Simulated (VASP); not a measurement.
Band structure of MgS (space group Fm-3m). Level of theory: PBE GGA, VASP's PBE PAW potentials (set 64) (plane waves; VASP).

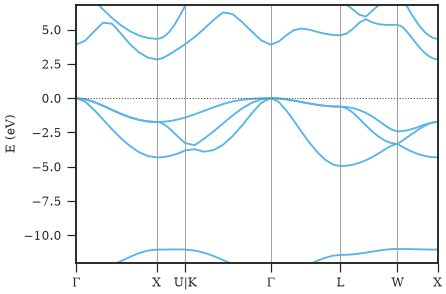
Figure: Bands along high-symmetry lines, zero at the valence-band maximum or, without a gap, the Fermi level

**Question.** Read the plot: is there a gap, and where are the band edges?

**Answer.** The gap is indirect, 2.83 eV, from the valence maximum at Γ to the conduction minimum at X.

The structure is a typed MgS crystal (Fm-3m). The cell was not relaxed at this level.
